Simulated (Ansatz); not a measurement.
BH₄OCl: several calculations on one system

## 1. Relaxation

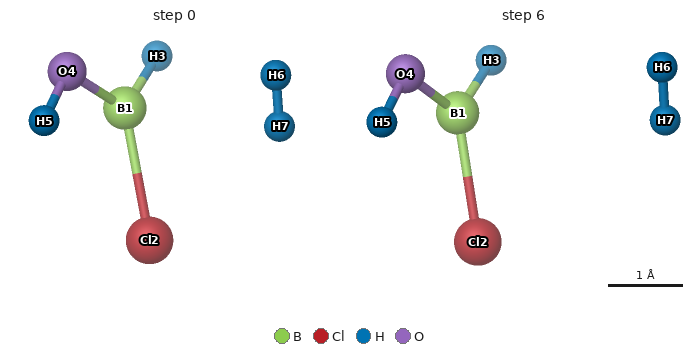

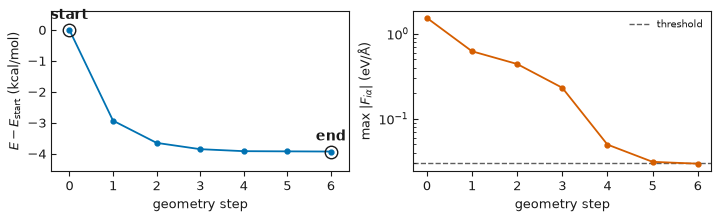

First and last geometry of a relaxation of BH₄OCl, with the history of the run. Style: ball-and-stick. Shown from a free direction.

The run prepares an end point of a later path (reaction) calculation, from a guessed geometry.

Level of theory: RKS r2SCAN-D4/def2-SVP (Ansatz 0.2.0). (no spin polarisation; force threshold 0.03 eV/Å; at most 50 steps)

Q: What do the curves and the structures tell?

A: It converged. Over 6 geometry steps the energy falls by 3.93 kcal/mol. Largest force component: 1.5 eV/Å at the start, 0.03 eV/Å at the end. The atom that moves furthest after the best rigid fit is H6 (0.57 Å). Largest moves by element: H 0.57 Å, Cl 0.31 Å, B 0.25 Å, O 0.16 Å. Among the contacts that change: B1–Cl2 1.832 → 1.777 Å, H6–H7 0.717 → 0.758 Å. The run took 12 s on 2 threads of Arm Neoverse V1, on a shared host, peak memory 0.14 GiB.

Limits of the set-up: the start holds two separate molecules, 2.3 Å apart at their closest, whose relative position is a soft coordinate.

## 2. Relaxation

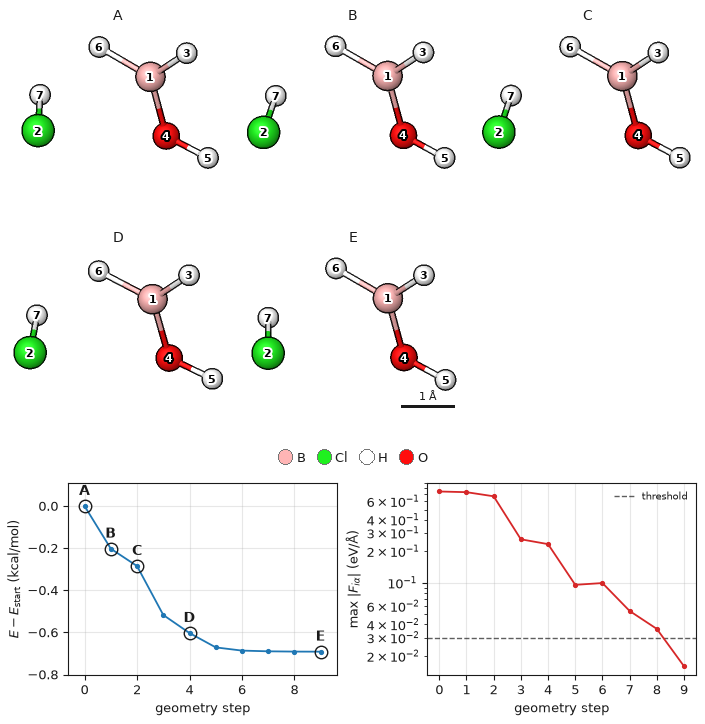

Frames of a relaxation of BH4OCl, marked on the history of the run. The picture is a ball-and-stick view, seen at a tilt.

The run prepares an end point of a later path (reaction) calculation, from a guessed geometry.

Method: RKS r2SCAN-D4/def2-SVP (Ansatz).

Input file:
```yaml
crystal:
  periodic: [false, false, false]
  atoms:
    - { symbol: B, position_ang: [-0.151358, 0.387402, -0.344547] }
    - { symbol: Cl, position_ang: [0.07901, 0.106807, 2.695067] }
    - { symbol: H, position_ang: [0.822954, -0.290845, -0.57922] }
    - { symbol: O, position_ang: [-1.409104, -0.053907, -0.531812] }
    - { symbol: H, position_ang: [-1.445595, -0.969076, -0.833553] }
    - { symbol: H, position_ang: [-0.04845, 1.528192, 0.018748] }
    - { symbol: H, position_ang: [-0.121258, 1.094628, 1.825117] }
basis:
  gaussian: { orbitals: def2-SVP }
hamiltonian:
  xc: r2scan
  dispersion: d4
relax:
  f_tol: 0.03
  max_steps: 50
```

Run as
```bash
ansatz run input.yaml --threads 2 --pin off --max-ram 3072MiB --backend cpu --events-out ev --progress --plain --runs-dir out
```

Q: What happens along the run?

A: Over 9 geometry steps the energy falls by 0.69 kcal/mol. The largest force component goes from 0.75 to 0.016 eV/Å. The largest move after the best rigid fit is that of H7, 0.16 Å. By element the largest moves are H 0.16 Å, Cl 0.11 Å, O 0.06 Å, B 0.06 Å. Near-neighbour distances that change, for instance: Cl2–H7 1.331 → 1.291 Å, B1–H6 1.202 → 1.213 Å. The run took 16 s on 2 threads of Arm Neoverse V1, with other jobs on the host, peak memory 0.14 GiB. From step 0 to 1: Cl2 moves most (0.20 Å), energy −0.20 kcal/mol. From step 1 to 2: energy −0.08 kcal/mol. From step 2 to 4: H7 moves most (0.09 Å), energy −0.32 kcal/mol. From step 4 to 9: H7 moves most (0.08 Å), energy −0.09 kcal/mol.

## 3. Path

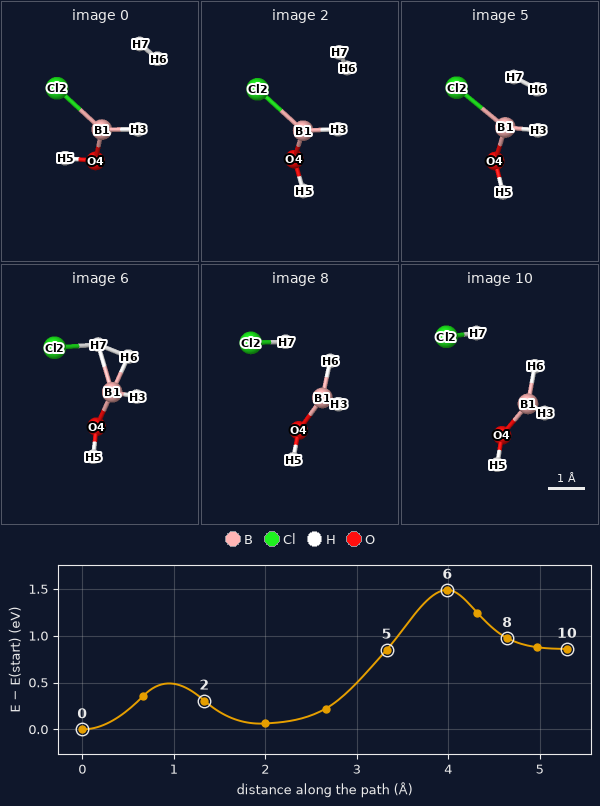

A search for the minimum-energy path of BH4OCl, made up at the start of BH2OCl and H2 by the nudged elastic band. Images are numbered from 0 (start) to 10 (end). The picture is a ball-and-stick view, seen from a free direction.

All numbers below come from RKS r2SCAN-D4/def2-SVP (Ansatz 0.2.0). Settings: 9 movable images; climbing image; force threshold 0.05 eV/Å; iteration limit 60; starting path through a guess of the saddle point.

**Describe the mechanism and the energy profile.**

The path has more than one stage, and so few images may leave a stage unresolved. Breaking: B1–Cl2 (1.78 → 2.18 at the top → 3.22 Å), H6–H7 (0.76 → 1.00 at the top → 2.05 Å). Forming: B1–H6 (3.22 → 1.33 at the top → 1.21 Å), Cl2–H7 (3.32 → 1.61 at the top → 1.29 Å). The energy climbs by 1.49 eV to image 6 and then falls by 0.63 eV, so the end point sits at +0.86 eV. The profile has 2 maxima (images 1, 6) with a dip at image 3 (+0.06 eV), so the process runs in steps. The band converged in 36 iterations. The largest component of the band force went from 3.9 to 0.03 eV/Å. The climbing image converged on the top of the path. Its vibrational analysis gives one imaginary mode (700i cm⁻¹), as a transition state must have.

Limits of the set-up: the start holds two separate molecules, 3.1 Å apart at their closest, whose relative position is a soft coordinate.

The run took 7.2 min on 2 threads of Arm Neoverse V1, with other jobs on the host, peak memory 0.13 GiB.
